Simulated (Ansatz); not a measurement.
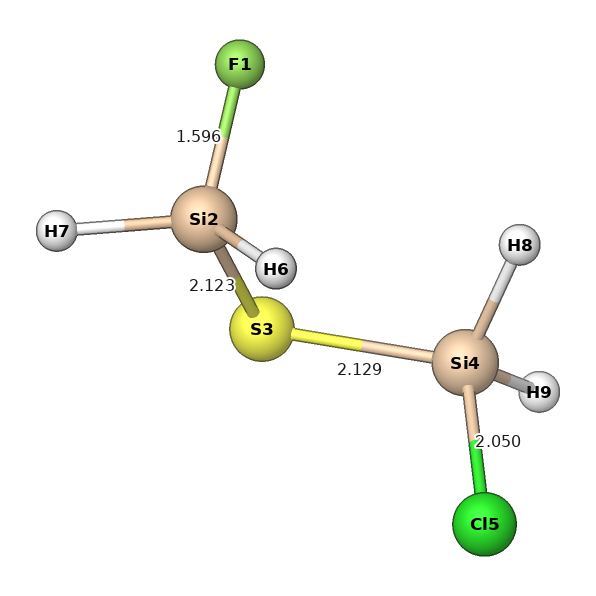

The numbers beside the sticks are distances in Å. Sticks don't show bond order. The geometry was computed by an optimisation with PBE0-D4/def2-TZVP. No frequency run is at hand to confirm it as a minimum.

> Assign a bond order to each marked bond.

F1–Si2 single; Si2–S3 single; S3–Si4 single; Si4–Cl5 single.

> Write the SMILES.

F[SiH2]S[SiH2]Cl
